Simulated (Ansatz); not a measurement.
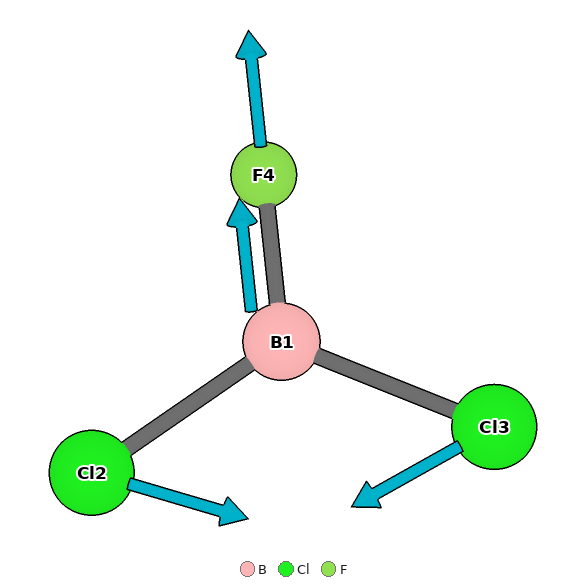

The arrows show one normal mode. Harmonic vibrations computed with RKS PBE0-D4/def2-TZVP (Ansatz 0.2.0) at a stationary point of the same level.

Q: Describe the motion.

A: Mostly Cl–B–Cl bending.

Q: At what wavenumber does it lie?

A: 265 cm⁻¹; it is mode 1 of 6 counted from the lowest.
